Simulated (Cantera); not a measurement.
Input: 1 mol TiCl₄, 21 mol H₂O, at 0.133 bar.

Method: chemical equilibrium by Gibbs-energy minimisation in Cantera with the NASA 1993 tables (ideal gas, pure condensed phases). Candidate condensed phases: H₂O, Ti, TiCl₂, TiCl₃, TiCl₄, TiO, TiO₂, Ti₂O₃, Ti₃O₅, Ti₄O₇; 23 gas species. Gases not in the tables: TiO(OH)₂. Kinetics and transport are ignored.

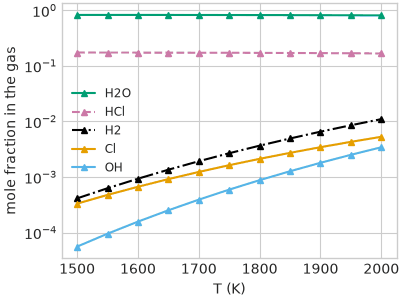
Figure. Equilibrium gas composition (values under 1e-9 drawn at 1e-9)

Task: Read off the mole fractions at 1500 K.

Result: H₂O about 0.83, HCl about 0.17, H₂ about 0.00041, Cl about 0.00033, OH about 5.6e-5.
